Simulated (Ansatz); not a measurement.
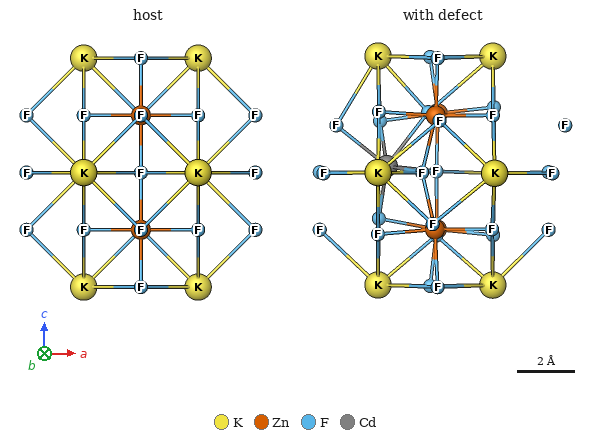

Left: perfect KZnF$_{3}$. Right: the same region with a pair of point defects, after relaxing the atoms in a supercell of 40 sites. Style: ball-and-stick. Shown: the atoms within 4.6 Å of one point, along the b axis.

Theory: Ansatz, DFT, PBEsol, PAW, plane waves. (plane-wave cutoff 420 eV; k-point mesh 1 × 1 × 1; mesh shifted by (0.25, 0.25, 0.25); no spin polarisation) Fermi-Dirac smearing of 0.01 eV. The axes drawn are those of the host's conventional cell.

Q: What kind of defect was made?

A: Two potassium atoms are replaced by cadmium, the two sites 4.1 Å apart.

The charge state of the cell is 0.

Q: What does the relaxation do around it?

A: One site: in the host the K atom has 12 F at 2.87 Å; the Cd atom ends with 12 F at 2.78 to 3.19 Å. The other site: in the host the K atom has 12 F at 2.87 Å; the Cd atom ends with 6 F at 2.31 to 2.44 Å. Of the host's atoms, a fluorine atom moves furthest from its site, by 0.63 Å. The Cd atom itself moves 0.08 Å from where it was put. The Cd atom itself moves 0.48 Å from where it was put.

Limits of the set-up: the periodic images lie only 8.1 Å apart, so the values are limited by the cell's size.
